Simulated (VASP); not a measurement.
Consider the following.

```
CELL_PARAMETERS angstrom
      1.60046    -2.77208     0.00000
      1.60046     2.77208     0.00000
      0.00000     0.00000     5.05871
ATOMIC_POSITIONS crystal
  Hf 0.33333 0.66667 0.25000
  Hf 0.66667 0.33333 0.75000
```

These are PBE GGA, VASP's PBE PAW potentials (set 64) (plane waves; VASP) values and carry that method's errors. Run with 400 eV cut-off, 15×15×8 Γ-centred mesh, tetrahedra with Blöchl corrections, potentials Hf_pv.

Unless said otherwise, spin-orbit coupling is left out, though it shifts the bands of the heavy elements here.

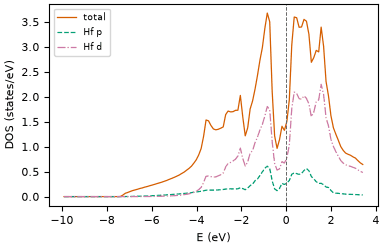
Figure. Total and projected density of states, zero at the Fermi level

Within 2 eV below the Fermi level the largest weight inside VASP's projection spheres is Hf d, then Hf p.

It has no gap at this level: it comes out as a metal or semimetal.

The compound is Hf in the hcp structure. It was relaxed first.
